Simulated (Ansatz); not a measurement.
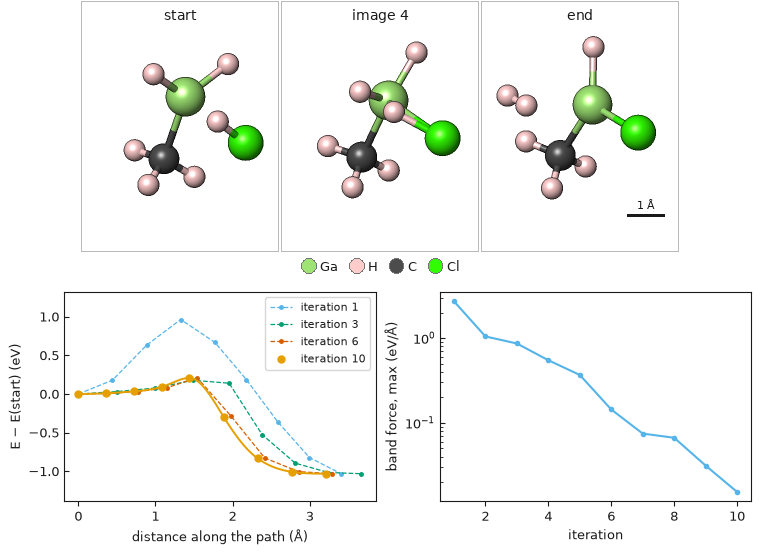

NEB run on CH$_{6}$ClGa, made up at the start of CH₅Ga and HCl. Images are numbered from 0 (start) to 8 (end). The plot follows the band through its iterations. Style: ball-and-stick. Shown from a free direction.

Method: RKS B3LYP-D4/def2-SVP in Ansatz. Run with 7 movable images; climbing image; force threshold 0.03 eV/Å; iteration limit 60; starting path through a guess of the saddle point.

Judge this run.

Answer. The result is final at these settings. The band converged in 10 iterations. The largest component of the band force went from 2.7 to 0.015 eV/Å. The climbing image converged on the top of the path. Its vibrational analysis gives one imaginary mode (769i cm⁻¹), as a transition state must have. The first iteration put the highest image at 0.96 eV. Forward barrier 0.21 eV, backward barrier 1.24 eV, with image 4 at the top; the reaction energy is −1.03 eV.
